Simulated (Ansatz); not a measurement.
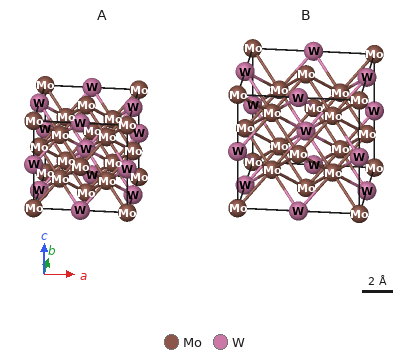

Two geometries of crystalline Mo3W (a generated structure, set up in Fm-3m) (coarse preliminary run), drawn at one scale. One is the start of a relaxation, the other its converged end. The picture is a ball-and-stick view of the conventional cell (4 times the calculation's cell), seen from a free direction. Lengths and directions refer to the drawn axes.

Method: Ansatz, DFT PBE, scalar-relativistic, plane waves, PAW. Settings: plane-wave cutoff 420 eV; k-point mesh 4 × 4 × 4; occupations gaussian; smearing width 0.1 eV; no spin polarisation; cell and atoms relaxed; force threshold 0.04 eV/Å; at most 70 steps.

**Which of the two is the end point?**

Structure A is the relaxed one. No atom moves by more than 0.005 Å relative to the cell. The drawn cell changes as follows: a = b = c 8.236 → 6.338 Å (−23.0 %); the volume changes by −54.4 %. Among the contacts that change: Mo–Mo 3.566 → 2.744 Å, Mo–W 3.566 → 2.744 Å. The space group stays Fm-3m (No. 225). The energy falls by 4420 meV per atom in 7 accepted moves (8 points after the start). All forces vanish by symmetry, so only the cell relaxes. Pressure: −34.13 GPa at the start and −0.12 GPa at the end. At 1 point the geometry stayed and the basis and grid were re-selected for the new cell (energy shift of 1.2 meV per atom at most each time). Cost: 37 s on 1 thread of Arm Neoverse N1, with other jobs on the host, peak memory 0.39 GiB.
